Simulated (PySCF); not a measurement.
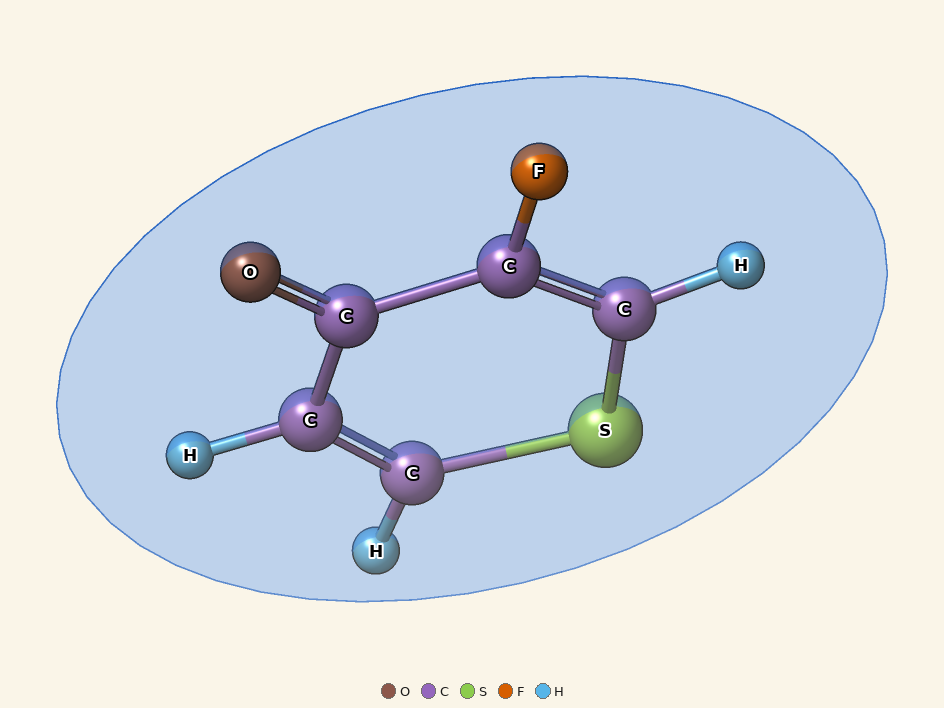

All proper rotation axes (lines) and mirror planes (discs) of the structure are drawn in. Depth is shown by fading: the farther an atom, the more it takes the colour of the background. The geometry was computed by an optimisation with PBE0-D3(BJ)/def2-SVP. No frequency run is at hand to confirm it as a minimum.

Q: Name the symmetry elements and the point group.

A: It has 1 mirror plane. Point group Cs. The group has 2 operations. The geometry is achiral, and symmetry allows a dipole moment.
